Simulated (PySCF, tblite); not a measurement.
**C3H13ClSi4: geometry, infrared bands and NMR shifts**

What infrared bands and NMR shifts should C3H13ClSi4 (`C=C(CCl)[SiH2][SiH]([SiH3])[SiH3]`) show?

Programs: tblite 0.8.0 and PySCF 2.14.0, with density-fitted response routines of our own. Each step states its level of theory. These are calculated values for one molecule in the gas phase, unless marked as measured. Atoms count from 0, in the outputs and in this text.

## (1) Starting geometry

21 atoms, charge 0, multiplicity 1; geometry from: force field or distance geometry start.

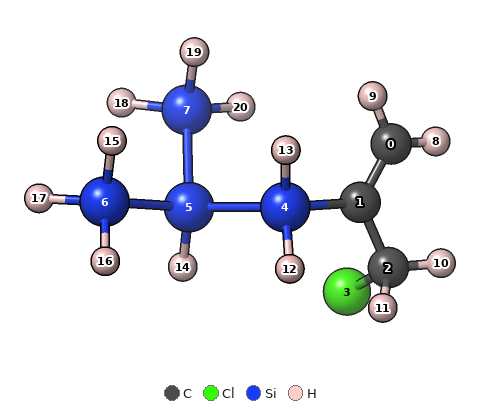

As it starts; carbon dark grey, chlorine green, silicon blue, hydrogen pink, atoms numbered; sticks join atoms by distance.

## (2) Optimising the geometry with GFN2-xTB

Job settings and geometry (Å):

```
{"job": {"kind": "relax", "xc": "GFN2-xTB", "basis": "xTB"}, "charge": 0, "multiplicity": 1}
C      2.181200     1.103600     1.377100
C      1.974900     0.164000     0.430000
C      2.983300    -0.075000    -0.666300
Cl     2.470500     0.788600    -2.155800
Si     0.521900    -1.003600     0.506600
Si    -1.205100    -0.263500    -0.797300
Si    -2.936300    -1.678100    -0.391300
Si    -1.826900     1.773500     0.008400
H      3.042400     1.762400     1.346200
H      1.479700     1.265200     2.209000
H      3.959600     0.314100    -0.400900
H      3.098900    -1.135800    -0.905500
H      0.968800    -2.339900     0.053800
H      0.081800    -1.132800     1.907300
H     -0.857000    -0.221100    -2.247000
H     -3.268700    -1.695400     1.073000
H     -2.580700    -3.059900    -0.799000
H     -4.145900    -1.264100    -1.142600
H     -3.051900     2.250500    -0.693500
H     -2.135900     1.678300     1.460900
H     -0.763500     2.785900    -0.173500
```

Launch:

```console
OMP_NUM_THREADS=1 python probes_run.py task.json out
```

The driver reads the jobs from task.json and runs them one after another.

What it wrote:

```text
step      E/eV     max force
  0    -664.92202    1.381
  1    -664.98914    0.795
  2    -665.03318    0.508
  3    -665.05015    0.339
  4    -665.07547    0.293
  5    -665.08984    0.313
  6    -665.10456    0.336
  7    -665.11779    0.342
  8    -665.13326    0.343
  9    -665.14608    0.272
 10    -665.15547    0.228
 11    -665.16094    0.171
 12    -665.16439    0.124
 13    -665.16734    0.134
 14    -665.16957    0.133
 15    -665.17112    0.107
 16    -665.17245    0.095
 17    -665.17383    0.105
 18    -665.17545    0.147
 19    -665.17722    0.142
 20    -665.17877    0.084
 21    -665.18009    0.081
 22    -665.18145    0.110
 23    -665.18308    0.128
 24    -665.18519    0.102
 25    -665.18776    0.131
 26    -665.19063    0.146
 27    -665.19376    0.161
 28    -665.19694    0.169
 29    -665.19939    0.146
 30    -665.20099    0.100
 31    -665.20208    0.115
 32    -665.20295    0.122
 33    -665.20387    0.099
 34    -665.20482    0.114
 35    -665.20561    0.090
 36    -665.20615    0.058
 37    -665.20651    0.046
 38    -665.20680    0.059
 39    -665.20714    0.065
 40    -665.20754    0.066
 41    -665.20796    0.067
 42    -665.20835    0.055
 43    -665.20870    0.052
 44    -665.20908    0.065
 45    -665.20954    0.077
 46    -665.21002    0.079
 47    -665.21050    0.076
 48    -665.21094    0.075
 49    -665.21130    0.067
 50    -665.21157    0.051
 51    -665.21179    0.040
 52    -665.21202    0.050
 53    -665.21235    0.069
 54    -665.21278    0.070
 55    -665.21322    0.061
 56    -665.21359    0.059
 57    -665.21395    0.055
 58    -665.21430    0.063
 59    -665.21457    0.044
 60    -665.21475    0.028
 61    -665.21487    0.030
 62    -665.21504    0.043
 63    -665.21526    0.055
 64    -665.21551    0.044
 65    -665.21567    0.025
 66    -665.21577    0.024
 67    -665.21590    0.041
 68    -665.21616    0.056
 69    -665.21650    0.055
 70    -665.21680    0.042
 71    -665.21702    0.036
 72    -665.21720    0.031
 73    -665.21742    0.038
 74    -665.21768    0.041
 75    -665.21792    0.029
 76    -665.21809    0.024
 77    -665.21824    0.027
 78    -665.21840    0.031
 79    -665.21857    0.033
 80    -665.21876    0.028
 81    -665.21897    0.033
 82    -665.21921    0.034
 83    -665.21938    0.026
 84    -665.21950    0.024
 85    -665.21960    0.027
 86    -665.21973    0.029
 87    -665.21990    0.032
 88    -665.22008    0.031
 89    -665.22025    0.033
 90    -665.22043    0.033
 91    -665.22063    0.034
 92    -665.22085    0.030
 93    -665.22102    0.033
 94    -665.22115    0.034
 95    -665.22129    0.033
 96    -665.22154    0.038
 97    -665.22181    0.037
 98    -665.22219    0.055
 99    -665.22266    0.068
100    -665.22326    0.067
101    -665.22385    0.051
102    -665.22430    0.051
103    -665.22457    0.044
104    -665.22482    0.043
105    -665.22523    0.054
106    -665.22576    0.057
107    -665.22615    0.040
108    -665.22625    0.075
109    -665.22657    0.037
110    -665.22670    0.030
111    -665.22699    0.026
112    -665.22738    0.042
113    -665.22803    0.057
114    -665.22873    0.070
115    -665.22930    0.065
116    -665.22976    0.044
117    -665.23026    0.044
118    -665.23092    0.054
119    -665.23166    0.068
120    -665.23249    0.057
121    -665.23329    0.064
122    -665.23396    0.054
123    -665.23457    0.048
124    -665.23499    0.040
125    -665.23533    0.033
126    -665.23584    0.042
127    -665.23664    0.052
128    -665.23738    0.057
129    -665.23788    0.053
130    -665.23816    0.031
131    -665.23842    0.058
132    -665.23865    0.034
133    -665.23895    0.024
134    -665.23919    0.033
135    -665.23937    0.028
136    -665.23948    0.019
137    -665.23959    0.018
138    -665.23970    0.020
139    -665.23978    0.019
140    -665.23984    0.017
141    -665.23988    0.013
142    -665.23993    0.017
143    -665.23999    0.017
144    -665.24005    0.017
145    -665.24012    0.018
146    -665.24019    0.026
147    -665.24026    0.031
148    -665.24032    0.024
149    -665.24037    0.015
150    -665.24043    0.018
151    -665.24053    0.033
152    -665.24066    0.048
153    -665.24083    0.047
154    -665.24097    0.030
155    -665.24110    0.034
156    -665.24124    0.032
157    -665.24142    0.049
158    -665.24162    0.050
159    -665.24181    0.037
160    -665.24200    0.041
161    -665.24220    0.041
162    -665.24242    0.051
163    -665.24270    0.048
164    -665.24306    0.033
165    -665.24324    0.029
166    -665.24333    0.020
167    -665.24342    0.020
168    -665.24353    0.024
169    -665.24368    0.032
170    -665.24383    0.027
171    -665.24393    0.017
172    -665.24397    0.013
173    -665.24400    0.010
174    -665.24403    0.009
```

It took 2.3 s on 1 thread of Intel Xeon 6975P-C, shared host; peak memory 0.18 GiB.

Along the way: (not every step is listed)

```
step  energy from step 0 (eV)  largest force (eV/Å)
   0                   0.0000                1.3807
   1                  -0.0671                0.7949
   2                  -0.1112                0.5084
   3                  -0.1281                0.3389
   4                  -0.1535                0.2930
   5                  -0.1678                0.3130
   6                  -0.1825                0.3358
   7                  -0.1958                0.3418
   8                  -0.2112                0.3429
  24                  -0.2632                0.1022
  40                  -0.2855                0.0657
  56                  -0.2916                0.0587
  72                  -0.2952                0.0306
  88                  -0.2981                0.0310
 104                  -0.3028                0.0428
 120                  -0.3105                0.0570
 136                  -0.3175                0.0189
 152                  -0.3186                0.0484
 168                  -0.3215                0.0236
 169                  -0.3217                0.0322
 170                  -0.3218                0.0272
 171                  -0.3219                0.0171
 172                  -0.3220                0.0126
 173                  -0.3220                0.0102
 174                  -0.3220                0.0093
```

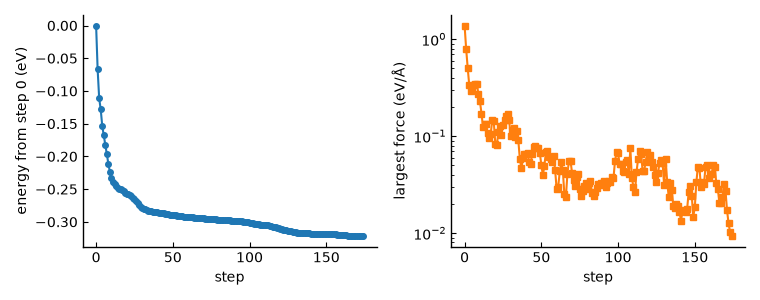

Energy and force, step by step.

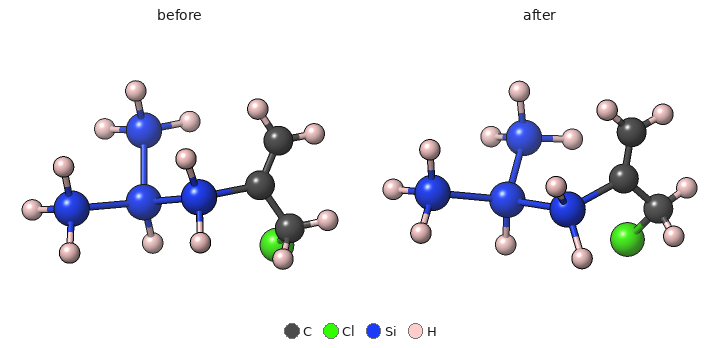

The geometry before (left) and after (right).

Close pairs (by a distance rule), those that changed most:

| bond | before (Å) | after (Å) | change (Å) |
| --- | --- | --- | --- |
| Si5–Si6 | 2.272 | 2.328 | +0.056 |
| Si5–Si7 | 2.277 | 2.332 | +0.055 |
| Si4–Si5 | 2.287 | 2.336 | +0.049 |
| Si6–H15 | 1.502 | 1.466 | -0.036 |
| C1–Si4 | 1.866 | 1.896 | +0.030 |
| Si7–H18 | 1.490 | 1.465 | -0.025 |
| C0–C1 | 1.350 | 1.325 | -0.025 |
| C0–H9 | 1.100 | 1.077 | -0.023 |

The final coordinates are the input of the step that follows.

## (3) Harmonic vibrations with GFN2-xTB

Job settings and geometry (Å):

```
{"job": {"kind": "ir", "xc": "GFN2-xTB", "basis": "xTB"}, "charge": 0, "multiplicity": 1}
C      1.860359     0.822969     1.652535
C      1.917280     0.079850     0.556965
C      2.910806     0.380796    -0.511628
Cl     2.063697     0.582432    -2.077034
Si     0.697661    -1.326385     0.198517
Si    -1.242000    -0.437226    -0.751115
Si    -3.129503    -1.624873    -0.083034
Si    -1.423345     1.859425    -0.391314
H      2.523634     1.656916     1.829583
H      1.153436     0.608527     2.435937
H      3.468837     1.300187    -0.328166
H      3.602166    -0.451667    -0.650687
H      1.449009    -2.309179    -0.592786
H      0.457423    -1.967799     1.500217
H     -1.128717    -0.647932    -2.213491
H     -3.338406    -1.514285     1.363440
H     -3.047919    -3.057434    -0.376280
H     -4.365727    -1.152012    -0.710116
H     -2.500127     2.472172    -1.172765
H     -1.730432     2.130716     1.017632
H     -0.207052     2.611742    -0.696884
```

What it wrote:

```text
mode    cm-1     km/mol
  1      20.7      0.03
  2      23.2      0.00
  3      35.2      0.01
  4      41.3      0.66
  5      47.3      0.93
  6      60.2      1.47
  7      86.8      1.36
  8     106.7      4.40
  9     126.2      3.70
 10     152.2      1.03
 11     275.0      4.05
 12     330.3      5.74
 13     358.6     14.63
 14     373.8     11.33
 15     393.6      9.47
 16     399.4      4.63
 17     400.8     13.84
 18     440.5      5.29
 19     451.0     44.31
 20     482.5      2.17
 21     485.6      6.69
 22     582.5    146.73
 23     586.9    201.58
 24     604.2    288.87
 25     612.7    152.45
 26     655.9     46.04
 27     688.1    215.89
 28     757.7      4.06
 29     765.9    818.64
 30     794.1    346.87
 31     808.6     17.27
 32     816.5    225.95
 33     821.2    119.57
 34     823.3    137.71
 35     831.9    222.37
 36     905.1     27.60
 37     921.6      6.10
 38     963.6      5.68
 39    1112.6      3.11
 40    1206.9      4.68
 41    1226.2      9.92
 42    1416.8      4.29
 43    1438.1      2.06
 44    1680.5      0.76
 45    2059.9    179.72
 46    2175.5    297.78
 47    2198.6    125.80
 48    2211.3    134.25
 49    2228.3    226.06
 50    2230.1    412.03
 51    2237.2    318.32
 52    2239.8    458.25
 53    2256.8    262.96
 54    2963.1      7.79
 55    2966.4      8.92
 56    3065.2     34.77
 57    3114.7     31.30
```

Run time: 1.5 s. Hardware: 1 thread of Intel Xeon 6975P-C, shared host; peak memory 0.18 GiB.

Which atoms move in the most intense modes:

| cm⁻¹ | km/mol | atoms |
| --- | --- | --- |
| 604 | 288.9 | H14 52 % |
| 766 | 818.6 | H15 17 %, H17 16 %, H19 14 %, H18 14 % |
| 794 | 346.9 | H18 15 %, H20 14 %, H16 14 %, H19 13 % |
| 2176 | 297.8 | H13 86 % |
| 2230 | 412.0 | H15 46 %, H18 19 %, H17 14 %, H16 10 % |
| 2237 | 318.3 | H16 77 %, H18 16 % |
| 2240 | 458.2 | H17 59 %, H18 34 % |
| 2257 | 263.0 | H20 94 % |

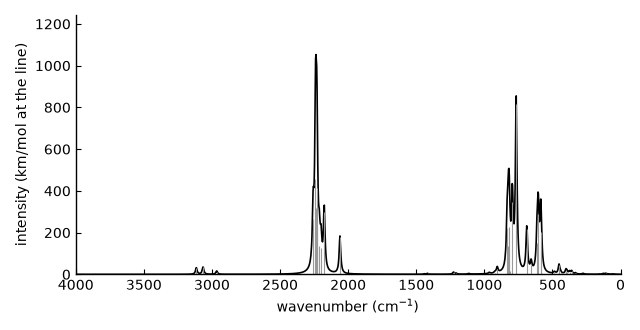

The infrared spectrum from these modes, unscaled. Lines are broadened to a width of 14 cm⁻¹ (Lorentzian).

## (4) Shielding tensors: PBE0/pcSseg-1

Settings changed since step 3:

```diff
@@ -1,2 +1,2 @@
-{"job": {"kind": "ir", "xc": "GFN2-xTB", "basis": "xTB"}, "charge": 0, "multiplicity": 1}
+{"job": {"kind": "nmr", "xc": "PBE0", "basis": "pcSseg-1"}, "charge": 0, "multiplicity": 1}
 C      1.860359     0.822969     1.652535
```

Method: GIAO PBE0/pcSseg-1 NMR shielding, non-relativistic, gas phase.

What it wrote:

```text
coarse grid: 19440 points
cycle   1  E = -1739.3415555845  dE =  3.091e-01  |g| = 3.235e-01  |ddm| = 4.094e+00
cycle   2  E = -1739.3442508378  dE = -2.695e-03  |g| = 3.160e-01  |ddm| = 6.925e-01
cycle   3  E = -1739.3698071476  dE = -2.556e-02  |g| = 4.558e-02  |ddm| = 3.710e-01
cycle   4  E = -1739.3702327972  dE = -4.256e-04  |g| = 2.338e-02  |ddm| = 7.047e-02
cycle   5  E = -1739.3703576913  dE = -1.249e-04  |g| = 8.939e-03  |ddm| = 3.041e-02
cycle   6  E = -1739.3703770297  dE = -1.934e-05  |g| = 2.147e-03  |ddm| = 9.827e-03
cycle   7  E = -1739.3703781090  dE = -1.079e-06  |g| = 2.880e-04  |ddm| = 2.677e-03
final grid: 162912 points
cycle   8  E = -1739.4134291448  dE = -3.016e-05  |g| = 6.176e-03  |ddm| = 2.462e-02
cycle   9  E = -1739.4134249912  dE =  4.154e-06  |g| = 6.934e-03  |ddm| = 1.242e-02
cycle  10  E = -1739.4134374908  dE = -1.250e-05  |g| = 1.308e-03  |ddm| = 7.769e-03
cycle  11  E = -1739.4134378494  dE = -3.586e-07  |g| = 3.957e-04  |ddm| = 1.495e-03
cycle  12  E = -1739.4134378882  dE = -3.884e-08  |g| = 8.521e-05  |ddm| = 3.832e-04
cycle  13  E = -1739.4134378901  dE = -1.884e-09  |g| = 1.897e-05  |ddm| = 1.298e-04
cycle  14  E = -1739.4134378902  dE = -9.413e-11  |g| = 4.663e-06  |ddm| = 2.886e-05
converged SCF energy = -1739.4134378902

GIAO shielding tensors (ppm)
atom      isotropic    diamagn.    paramagn.     s11        s22        s33       span
  0 C       51.748     253.421    -201.673    -61.956     66.368    150.832    212.789
  1 C       33.478     264.057    -230.579    -80.834     21.350    159.917    240.751
  2 C      127.431     245.993    -118.562    101.286    134.675    146.333     45.048
  3 Cl     830.573    1148.699    -318.126    670.495    788.141   1033.083    362.588
  4 Si     418.471     882.084    -463.613    398.301    402.635    454.478     56.178
  5 Si     485.638     882.281    -396.643    477.103    480.632    499.179     22.076
  6 Si     461.950     879.811    -417.861    448.992    454.984    481.874     32.881
  7 Si     458.458     880.927    -422.470    434.599    462.359    478.415     43.816
  8 H       25.534      30.557      -5.024     21.681     25.356     29.564      7.884
  9 H       26.089      32.943      -6.854     22.256     24.870     31.140      8.884
 10 H       27.528      29.477      -1.949     22.369     26.528     33.687     11.318
 11 H       27.160      28.251      -1.090     22.704     25.474     33.303     10.598
 12 H       27.289      30.427      -3.138     23.493     26.231     32.143      8.650
 13 H       27.510      31.184      -3.674     23.955     25.934     32.640      8.685
 14 H       28.198      30.536      -2.338     24.093     26.972     33.528      9.434
 15 H       28.240      29.120      -0.880     24.669     26.323     33.729      9.061
 16 H       28.129      28.712      -0.583     24.251     26.057     34.079      9.829
 17 H       28.145      28.622      -0.477     24.229     25.834     34.371     10.142
 18 H       28.107      29.595      -1.488     24.293     25.511     34.517     10.224
 19 H       28.323      30.475      -2.152     25.430     25.791     33.749      8.319
 20 H       28.045      30.395      -2.350     23.496     28.085     32.554      9.058
```

It took 51 s on 1 thread of Intel Xeon 6975P-C, shared host; peak memory 1.1 GiB.

The references, computed at this level on geometries of the same kind, shield at (ppm): ¹H TMS 31.72, ¹³C TMS 186.9, ²⁹Si TMS 349.2, ³⁵Cl HCl 950. Their shielding less the atom's gives the shift. The references are single molecules in the gas phase. Atoms listed in one row are averaged.

```csv
atoms,environment,σ (ppm),δ (ppm),δ scaled to CDCl3
C1,fully substituted alkene carbon,33.5,153.4,147.8
C0,terminal =CH2 carbon,51.7,135.2,130.0
C2,allylic sp3 CH2 bonded to Cl,127.4,59.5,56.2
H8,hydrogen on a terminal =CH2 carbon,25.53,6.18,5.93
H9,hydrogen on a terminal =CH2 carbon,26.09,5.63,5.41
"H10, H11",hydrogen on an allylic sp3 CH2 bonded to Cl,27.34,4.37,4.23
"H12, H13","hydrogen on a silicon bonded to C, Si",27.40,4.32,–
"H15, H16, H17, H18, H19, H20",hydrogen on a silicon bonded to Si,28.16,3.55,–
H14,hydrogen on a silicon bonded to 3 Si,28.20,3.52,–
Cl3,chlorine bonded to C,831,119,–
Si4,"silicon bonded to C, Si, 2 H",418.5,-69.3,–
"Si6, Si7","silicon bonded to Si, 3 H",460.2,-111.0,–
Si5,"silicon bonded to 3 Si, H",485.6,-136.5,–
```

The scaled column applies a straight-line fit of computed shieldings to shifts measured in CDCl3, with any fitted terms for Cl, Br or S neighbours (root-mean-square error 0.16 ppm for H, 1.9 ppm for C).

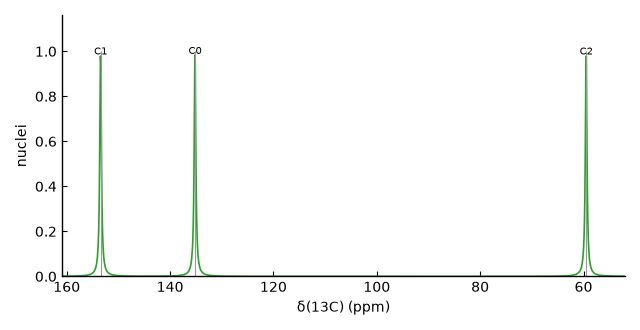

¹³C lines at the computed shifts, without couplings. Lines are broadened to a width of 0.38 ppm (Lorentzian).

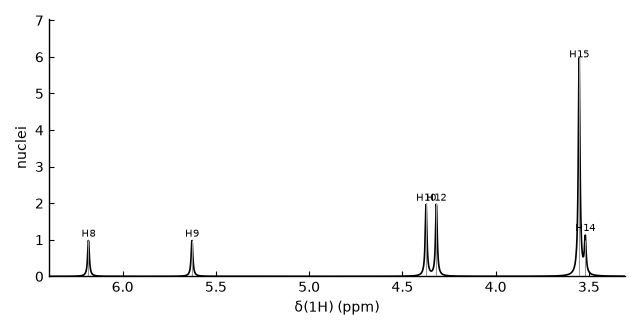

¹H lines at the computed shifts, without couplings. Lines are broadened to a width of 0.01 ppm (Lorentzian).

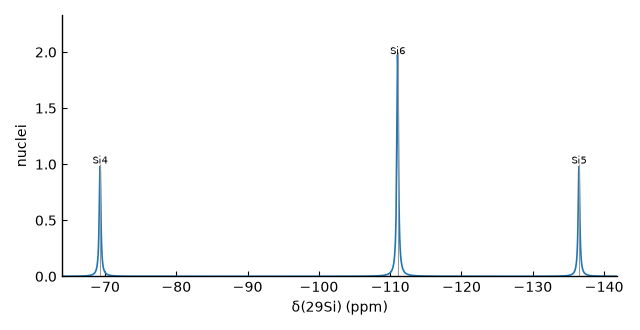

²⁹Si lines at the computed shifts, without couplings. Lines are broadened to a width of 0.27 ppm (Lorentzian).

The run also stored atomic charges by several schemes (e):

```csv
atoms,Mulliken,IAO,Hirshfeld,ESP fit
C0,-0.07,-0.29,-0.08,-0.50
C1,-0.56,-0.24,-0.09,0.16
C2,-0.10,-0.23,-0.03,-0.41
Cl3,-0.16,-0.11,-0.03,-0.12
Si4,0.47,0.46,0.22,0.15
Si5,-0.32,-0.01,0.08,0.07
"Si6, Si7",0.27,0.31,0.21,0.22
```

IAO charges:

C0 -0.29; C1 -0.24; C2 -0.23; Cl3 -0.11; Si4 0.46; Si5 -0.01; Si6 0.31; Si7 0.32; H8 0.15; H9 0.15; H10 0.16; H11 0.17; H12 -0.09; H13 -0.11; H14 -0.06; H15 -0.10; H16 -0.09; H17 -0.10; H18 -0.09; H19 -0.10; H20 -0.09

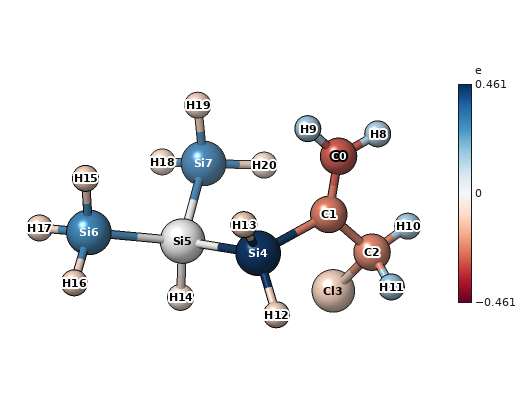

IAO charges, as colours on the atoms.

Mayer bond orders: C0–C1 1.97, C1–C2 1.01, C2–Cl3 0.95, C1–Si4 0.81, Si4–Si5 0.84, Si5–Si6 0.89, Si5–Si7 0.89.

The fields below are evaluated on a grid from the run's orbitals.

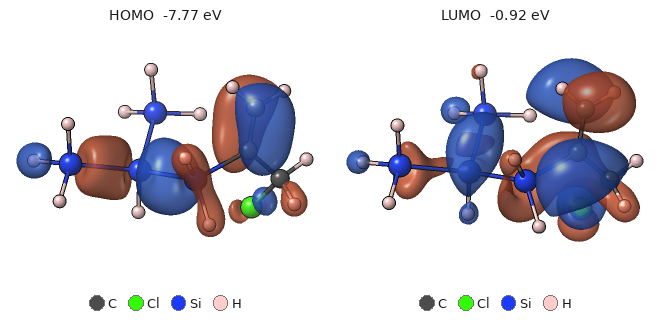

Frontier orbitals at PBE0/pcSseg-1; each surface holds 70 % of the orbital's density, blue and red mark the sign.

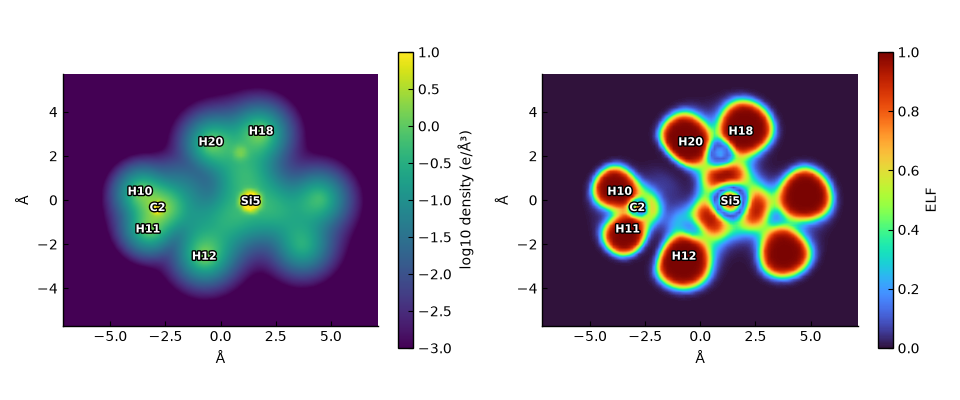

Density (left) and ELF (right) in a plane through or near 7 of the atoms.

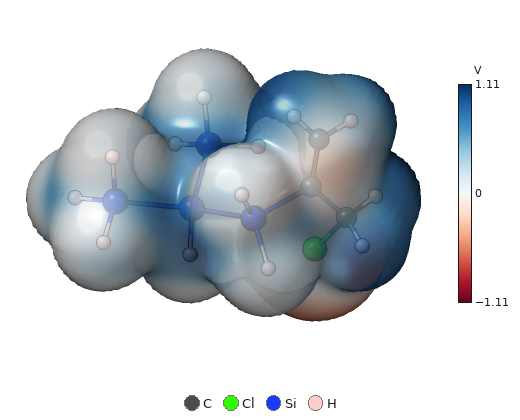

Electrostatic potential on the surface of density 0.002 e/bohr³; red is low, blue high. It runs, from the 1st to the 99th percentile, from -0.58 V near Cl3 to 1.11 V near H10.

## (5) What came out

| quantity | value |
| --- | --- |
| strongest single infrared mode (GFN2-xTB) | 766 cm⁻¹, 819 km/mol |
| zero-point energy (GFN2-xTB) | 83.0 kcal/mol |
| ¹³C shifts against TMS (PBE0/pcSseg-1) | 153.4, 135.2, 59.5 ppm |
| ¹H shifts against TMS (PBE0/pcSseg-1, means over atoms taken as alike) | 6.18, 5.63, 4.37, 4.32, 3.55, 3.52 ppm |
| ³⁵Cl shifts against HCl (PBE0/pcSseg-1) | 119 ppm |
| ²⁹Si shifts against TMS (PBE0/pcSseg-1, means over atoms taken as alike) | -69.3, -111.0, -136.5 ppm |
| surface potential, 1st and 99th percentile | -0.58 V and 1.11 V |

In words: Over 174 steps the energy fell by 0.322 eV; of the close pairs, Si5–Si6 changed most, 2.272 to 2.328 Å. No mode is imaginary among the 57: a minimum at this level. The strongest single mode, at 766 cm⁻¹, has its largest shares on H15, H17, H19 and H18 (the list is cut at 4 atoms). GFN2-xTB is a fitted tight-binding method: band positions and strengths are rough. Its intensities can rank the bands wrongly. The most deshielded carbon is C1 (fully substituted alkene carbon), at 153.4 ppm: as expected for a trigonal carbon in a double bond. At PBE0/pcSseg-1: Shielding is most anisotropic at Cl3 (span 363 ppm, paramagnetic term -318 ppm). By nearest atom (PBE0/pcSseg-1), the HOMO sits on C0, C1 about 19 % each; Si5 18 % and the LUMO on C0, C1 about 21 % each; Si4, Si5 about 8 % each.
